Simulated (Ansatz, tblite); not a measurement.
**Si20H28 off sphere (Si20H28): which spin state is lowest**

Aim: set other spin states of Si20H28 off sphere (Si20H28) against its singlet, on many levels of theory.

Program: Ansatz 0.2.0, Gaussian basis. Level of theory: as each input shows. These are calculated values, not measurements.

Plan: triplet, at the geometry of the singlet (GFN1-xTB, GFN2-xTB, PBE0-D4/def2-SVP, PBE-D4/def2-SVP); the singlet's energies come from earlier runs.

## (1) The structure

The geometry is that of the singlet, from an earlier relaxation (PBE-D4/def2-SVP).

48 atoms, charge 0, spin multiplicity 1.

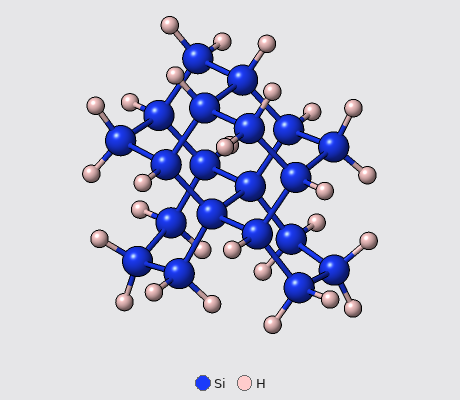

The geometry (silicon blue, hydrogen pink).

## (2) Triplet at the fixed geometry, GFN1-xTB

Tight binding, by tblite at 300 K electronic temperature and without a spin-polarisation term:

```python
tblite.interface.Calculator('GFN1-xTB', numbers, positions, charge=0, uhf=2).singlepoint()
```

Energy -1409.8034 eV; 0.45 s.

## (3) Triplet at the fixed geometry, GFN2-xTB

Tight binding, by tblite at 300 K electronic temperature and without a spin-polarisation term:

```python
tblite.interface.Calculator('GFN2-xTB', numbers, positions, charge=0, uhf=2).singlepoint()
```

Energy -1317.6421 eV; 0.75 s.

## (4) Triplet at the fixed geometry, PBE0-D4/def2-SVP

The input, in.yaml:

```yaml
crystal:
  periodic: [false, false, false]
  atoms:
    - {symbol: Si, position_ang: [-3.886575, 1.932956, -0.275912]}
    - {symbol: Si, position_ang: [-1.386293, -3.159389, 2.754769]}
    - {symbol: Si, position_ang: [1.680507, -3.431049, -0.367575]}
    - {symbol: Si, position_ang: [-1.062614, 2.082599, -2.977626]}
    - {symbol: Si, position_ang: [1.601633, -0.672439, -2.971103]}
    - {symbol: Si, position_ang: [-1.083289, -0.677055, -0.271214]}
    - {symbol: Si, position_ang: [-1.135209, 1.884805, 2.529726]}
    - {symbol: Si, position_ang: [1.640751, -0.700171, 2.414774]}
    - {symbol: Si, position_ang: [1.628300, 2.055106, -0.249043]}
    - {symbol: Si, position_ang: [4.343703, -0.685929, -0.256909]}
    - {symbol: Si, position_ang: [-2.529188, -1.884051, 1.137413]}
    - {symbol: Si, position_ang: [-2.415818, 0.700041, -1.639041]}
    - {symbol: Si, position_ang: [-2.753401, 3.159674, 1.387499]}
    - {symbol: Si, position_ang: [0.247804, -2.055223, -1.628255]}
    - {symbol: Si, position_ang: [0.278398, -1.932962, 3.886390]}
    - {symbol: Si, position_ang: [2.978311, -2.082827, 1.060632]}
    - {symbol: Si, position_ang: [0.253778, 0.685419, -4.343839]}
    - {symbol: Si, position_ang: [0.366949, 3.430797, -1.681316]}
    - {symbol: Si, position_ang: [2.970119, 0.672129, -1.603698]}
    - {symbol: Si, position_ang: [0.272193, 0.677132, 1.083200]}
    - {symbol: H, position_ang: [-4.697794, 2.882449, -1.124289]}
    - {symbol: H, position_ang: [-4.843303, 0.979083, 0.395478]}
    - {symbol: H, position_ang: [-2.379895, -3.680485, 3.765651]}
    - {symbol: H, position_ang: [-0.749276, -4.346828, 2.080412]}
    - {symbol: H, position_ang: [2.605108, -4.162190, -1.311791]}
    - {symbol: H, position_ang: [0.908245, -4.458933, 0.418775]}
    - {symbol: H, position_ang: [-1.939991, 2.960375, -3.840941]}
    - {symbol: H, position_ang: [2.491856, -1.546595, -3.826212]}
    - {symbol: H, position_ang: [-1.845958, 0.890528, 3.414836]}
    - {symbol: H, position_ang: [-0.303350, 2.778723, 3.416925]}
    - {symbol: H, position_ang: [2.557788, 0.184119, 3.230575]}
    - {symbol: H, position_ang: [2.514611, 2.889169, 0.647248]}
    - {symbol: H, position_ang: [5.256903, -1.517920, -1.124853]}
    - {symbol: H, position_ang: [5.196902, 0.179087, 0.638690]}
    - {symbol: H, position_ang: [-3.417714, -2.777435, 0.306388]}
    - {symbol: H, position_ang: [-3.413056, -0.889210, 1.848935]}
    - {symbol: H, position_ang: [-3.232050, -0.184421, -2.555534]}
    - {symbol: H, position_ang: [-3.763371, 3.681385, 2.381713]}
    - {symbol: H, position_ang: [-2.079335, 4.346761, 0.749492]}
    - {symbol: H, position_ang: [-0.649251, -2.889208, -2.513868]}
    - {symbol: H, position_ang: [1.127213, -2.882498, 4.697100]}
    - {symbol: H, position_ang: [-0.392196, -0.978912, 4.843496]}
    - {symbol: H, position_ang: [3.842188, -2.960605, 1.937465]}
    - {symbol: H, position_ang: [-0.642525, -0.179775, -5.196120]}
    - {symbol: H, position_ang: [1.121006, 1.517151, -5.257954]}
    - {symbol: H, position_ang: [1.310799, 4.161032, -2.607009]}
    - {symbol: H, position_ang: [-0.418262, 4.459421, -0.908880]}
    - {symbol: H, position_ang: [3.824642, 1.546139, -2.494623]}
basis:
  gaussian: {orbitals: def2-SVP, fitting: {mean_field: def2-universal-jkfit}}
magnetization: {spin_polarized: true, initial_magnetization: 2}
hamiltonian: {xc: pbe0, dispersion: d4}
scf: {omitted_lower_state_checks: [starts]}
output: {orbitals: {seedname: orbitals}}
```

Launch:

```console
> ansatz run in.yaml --threads 2 --pin off --events-out ev --progress --plain --max-ram 20480MiB --backend cuda --devices 0, --max-vram 18GiB
```

What it wrote:

```text
Functional definition: PBE0
  name "PBE0"
  cite "Adamo & Barone, J. Chem. Phys. 110, 6158 (1999) doi:10.1063/1.478522"
  cite "Perdew, Burke & Ernzerhof, Phys. Rev. Lett. 77, 3865 (1996) doi:10.1103/PhysRevLett.77.3865"
  parent pbe
  parameter a = 0.25
  parameter kappa = 0.804
  parameter beta = 0.06672455060314922
  exchange = (1 - a)*pbe_x(kappa = kappa, mu = beta*pi^2/3) + a*exact_x
  correlation = pbe_c(beta = beta)
these checks for a lower state are left out or cut short: starts
3064 factors; integrals over basis functions are off by at most 3.2e-1 eV
mean field evaluation 1: about -157893.3210 eV, gradient 1.3e1 eV
mean field evaluation 2: about -157893.7979 eV, gradient 1.2e1 eV
mean field evaluation 4: about -157894.7699 eV, gradient 1.3e0 eV
mean field evaluation 8: about -157894.7757 eV, gradient 1.6e-1 eV
mean field evaluation 16: about -157894.7928 eV, gradient 1.4e-2 eV
mean field evaluation 32: about -157894.7929 eV, gradient 8.5e-5 eV
mean field -157894.79287684 eV, -5802.5266132892 hartree, gradient 9.1e-6 eV, S^2 2.005153; 0 other end points of the search recorded, 0 dependent functions left out
reference -157894.79294152 eV, -5802.5266156661 hartree; 155, 153 occupied and 345, 347 virtual orbitals, 3064 factors
Total energy: -157897.88786192 eV, -5802.6403518931 hartree
Checks for a lower state left out: starts
```

Run time: 12 s. Hardware: 1 × H100 (card shared with other runs) with 2 threads of AMD EPYC 7R13, shared host; peak host memory 1.2 GiB.

HOMO -2.59 eV, LUMO -6.12 eV (over both spins; with the spin held, an empty level of the minority spin lies below the top filled one); ⟨S²⟩ 2.005 (pure: 2.00).

## (5) Triplet at the fixed geometry, PBE-D4/def2-SVP

start.molden holds the orbitals of an earlier run on this state, given as this run's starting guess.

in.yaml: that of step 4 with these lines changed.

```diff
@@ -52,5 +52,5 @@
 basis:
-  gaussian: {orbitals: def2-SVP, fitting: {mean_field: def2-universal-jkfit}}
+  gaussian: {orbitals: def2-SVP, fitting: {mean_field: def2-universal-jkfit}, initial_orbitals: start.molden}
 magnetization: {spin_polarized: true, initial_magnetization: 2}
-hamiltonian: {xc: pbe0, dispersion: d4}
+hamiltonian: {xc: pbe, dispersion: d4}
 scf: {omitted_lower_state_checks: [starts]}
```

Same command.

What it wrote:

```text
Functional definition: PBE
  name "PBE"
  cite "Perdew, Burke & Ernzerhof, Phys. Rev. Lett. 77, 3865 (1996) doi:10.1103/PhysRevLett.77.3865"
  parent pbe
  parameter kappa = 0.804
  parameter beta = 0.06672455060314922
  exchange = pbe_x(kappa = kappa, mu = beta*pi^2/3)
  correlation = pbe_c(beta = beta)
these checks for a lower state are left out or cut short: starts
3064 factors; integrals over basis functions are off by at most 3.2e-1 eV
mean field evaluation 1: about -157878.4857 eV, gradient 9.8e0 eV
mean field evaluation 2: about -157878.8802 eV, gradient 4.4e-1 eV
mean field evaluation 4: about -157878.8592 eV, gradient 6.4e-2 eV
mean field evaluation 8: about -157878.8595 eV, gradient 2.9e-4 eV
mean field evaluation 16: about -157878.8595 eV, gradient 7.2e-6 eV
mean field -157878.85949614 eV, -5801.9410723485 hartree, gradient 7.2e-6 eV, S^2 2.001980; 0 other end points of the search recorded, 0 dependent functions left out
reference -157878.85958214 eV, -5801.9410755092 hartree; 155, 153 occupied and 345, 347 virtual orbitals, 3064 factors
Total energy: -157882.25047297 eV, -5802.0656884488 hartree
Checks for a lower state left out: starts
```

Run time: 10 s. Hardware: 1 × H100 (card shared with other runs) with 2 threads of AMD EPYC 7R13, shared host; peak host memory 1.2 GiB.

From the report: HOMO -2.26 eV, LUMO -6.16 eV (over both spins; with the spin held, an empty level of the minority spin lies below the top filled one); ⟨S²⟩ 2.002 (pure: 2.00).

## (6) Triplet less singlet, vertical

The singlet's energies are those of its earlier runs, whose logs aren't repeated here.

```
           level  triplet less singlet, vertical (eV)    time
        GFN1-xTB                               +2.694  0.74 s
        GFN2-xTB                               +2.858   1.2 s
 PBE-D4/def2-SVP                               +3.987    15 s
PBE0-D4/def2-SVP                               +4.618    16 s
```

Times add the two runs; a level without a time comes out of a correlated run. Tight binding without a spin term can't rank spin states.

## (7) What came out

| quantity | value |
| --- | --- |
| triplet less singlet, vertical, functionals in def2-SVP | +3.987 (PBE-D4) to +4.618 eV (PBE0-D4) |

In words: All functionals put the triplet above the singlet, over a spread of 0.631 eV. The checks for a lower triplet were left out, so another state of that spin may lie lower. These are electronic energies, without zero-point motion, entropy or surroundings.
